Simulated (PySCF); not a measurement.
C4H7NSi

```yaml
atoms:
  - { symbol: C, position_ang: [2.1478, 0.0984, 0.0850] }
  - { symbol: Si, position_ang: [0.4000, -0.0480, 0.7855] }
  - { symbol: C, position_ang: [-0.8624, -1.1021, -0.1232] }
  - { symbol: C, position_ang: [-1.0339, 0.4133, -0.3970] }
  - { symbol: C, position_ang: [-2.1881, 1.0268, 0.1198] }
  - { symbol: N, position_ang: [-3.1159, 1.5290, 0.5736] }
  - { symbol: H, position_ang: [2.5610, 1.0871, 0.2627] }
  - { symbol: H, position_ang: [2.1614, -0.0835, -0.9858] }
  - { symbol: H, position_ang: [2.8108, -0.6223, 0.5535] }
  - { symbol: H, position_ang: [0.1971, 0.2033, 2.2013] }
  - { symbol: H, position_ang: [-1.6801, -1.5530, 0.4230] }
  - { symbol: H, position_ang: [-0.5962, -1.6921, -0.9902] }
  - { symbol: H, position_ang: [-0.8059, 0.7437, -1.4046] }
```

Geometry: GFN2-xTB.

Computed with PySCF, PBE0/pcSseg-1, SCF density, gas phase, non-relativistic.

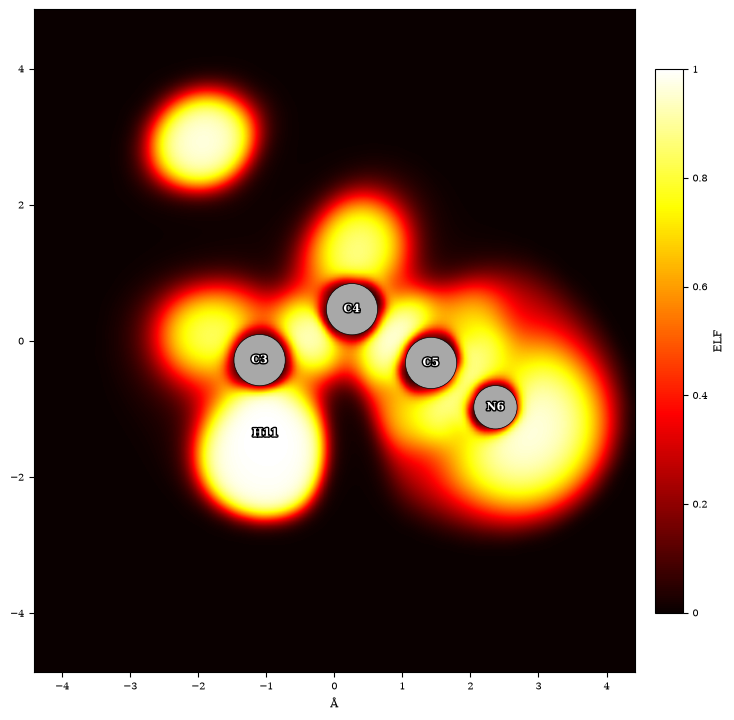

Figure 1. ELF on the plane of atoms C3, C4 and C5. Grey discs cover the atomic cores.

Describe what can be read from this map.

The plane passes through C, N and H nuclei.
C–N (1.15 Å): the ELF peaks at about 0.85 between the atoms: a multiple bond.
C–C (1.41 Å): the ELF peaks at about 0.95 between the atoms (a covalent bond).
C–H (1.08 Å): the ELF climbs to about 1 towards the hydrogen, as it does in any bond to H; an ordinary covalent bond to hydrogen.
C–C (1.55 Å): the ELF peaks at about 0.90 between the atoms: a shared electron pair.
The ELF also peaks beside N6, away from the bonds: lone-pair regions.

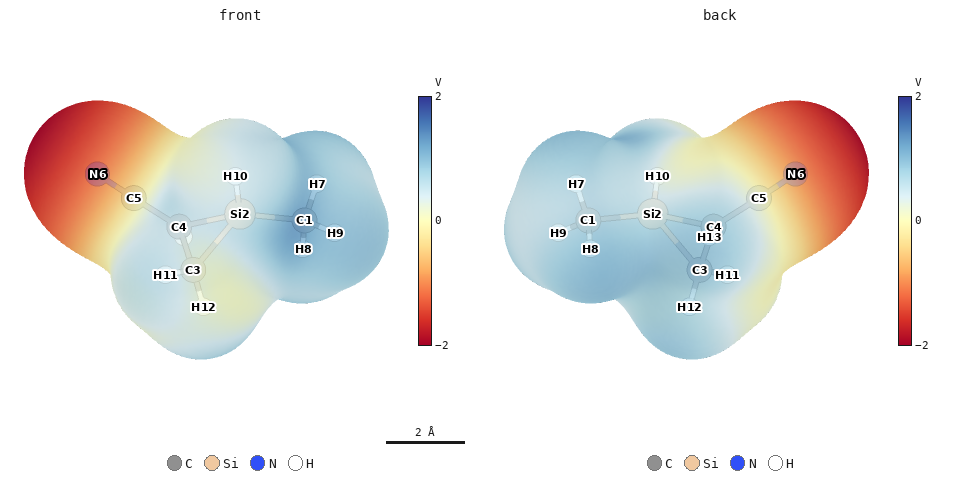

Figure 2. The molecular electrostatic potential painted on the density surface at 0.001 e/bohr³, seen from the front and from behind; red is negative and blue positive.

Where is the surface potential most negative and most positive?

The most negative region (about −1.9 V) lies over N6, the most positive (about +1.2 V) over Si2. N6 is the likeliest acceptor of a hydrogen bond.

What dipole moment does the calculation give?

Its dipole moment is 5.55 D.
